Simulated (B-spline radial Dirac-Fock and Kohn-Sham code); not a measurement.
Cu²⁰⁺ in the configuration [He] 2s2 2p5. Computed with a radial B-spline solver: the impulse approximation on the Dirac–Fock momentum density (average of configuration).

Predict the main features of the following plot. The total Compton profile J(pz).

J(0) = 0.542 a.u.⁻¹; the profile falls to half at pz ≈ 6.7 a.u. and is 0.505 at 2 a.u. and 0.412 at 4 a.u. Its area over all pz is the number of electrons, 9.

The result:

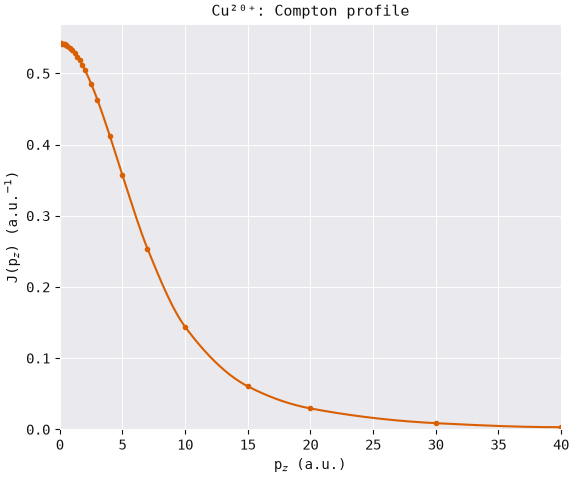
